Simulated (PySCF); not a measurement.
CH₃NO (SMILES NC=O)

```xyz
6

N    -0.6896   -0.0549   -0.0064
C     0.6616    0.0439   -0.0070
O     1.4286   -0.8858   -0.0596
H    -1.1184   -0.9712   -0.0539
H    -1.2787    0.7640    0.0388
H     1.0025    1.1082    0.0479
```

Geometry: PBE0-D3(BJ)/def2-SVP.

These are results of DFT single point, gas phase, functional wB97X in PySCF 2.14.0, density-fitted response routines, not measurements.

Question: Predict the electron density and electron localisation function between the atoms.

Answer: C–O (1.21 Å): ρ is about 3.4 e/Å³ halfway; the ELF peaks at about 0.85 between the atoms: a short, multiple covalent bond.
C–N (1.35 Å): ρ is about 2.4 e/Å³ halfway; the ELF peaks at about 0.95 between the atoms: localised, covalent bonding.
N–H (1.01 Å): ρ is about 2.9 e/Å³ halfway; the ELF climbs to about 1 towards the hydrogen, as it does in any bond to H; a covalent bond by its length.
C–H (1.12 Å): ρ at the midpoint is about 2 e/Å³; the ELF climbs to about 1 towards the hydrogen; an ordinary covalent bond to hydrogen.

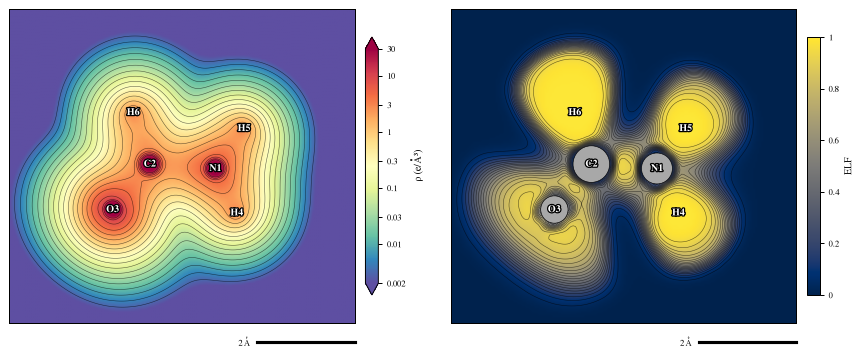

Computed electron density and electron localisation function on the molecular plane, in this order. Grey discs cover the atomic cores in the ELF map. 
